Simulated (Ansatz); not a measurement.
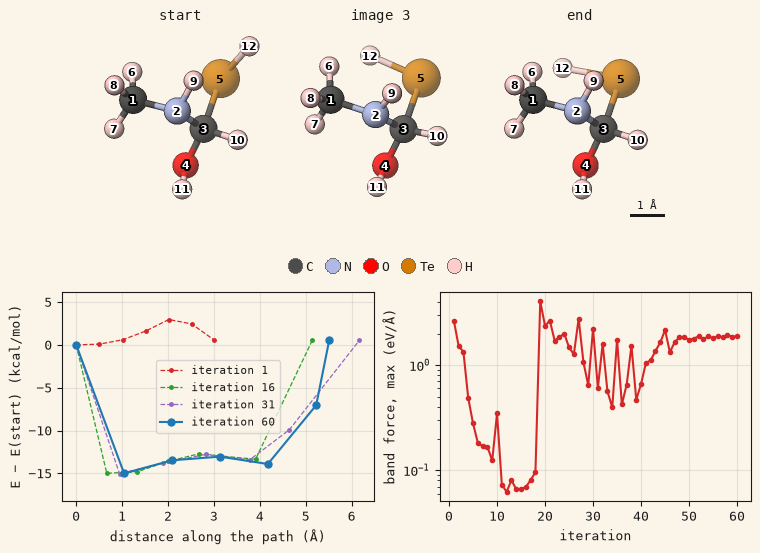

A search for the minimum-energy path of C₂H₇NOTe by the nudged elastic band. Images are numbered from 0 (start) to 6 (end). The plot follows the band through its iterations. Style: ball-and-stick. Shown at a tilt.

Level of theory: RKS PBE0-D4/def2-SVP in Ansatz. Settings: 5 movable images; climbing image; force threshold 0.03 eV/Å; iteration limit 60; starting path through a guess of the saddle point; end points as typed, not relaxed.

### How did the profile develop, and is the result final?

The result isn't final. The band hadn't converged when the run stopped after 60 iterations. The largest component of the band force went from 2.7 to 1.9 eV/Å. The end points weren't relaxed, so energies relative to them aren't barriers between minima. The first iteration put the highest image at 3.0 kcal/mol. Relative to the start the highest point is image 6 at +0.5 kcal/mol and the end lies at +0.5 kcal/mol, but the profile dips to −15.0 kcal/mol at image 1 on the way, so there may be an intermediate minimum, or an end is no minimum.
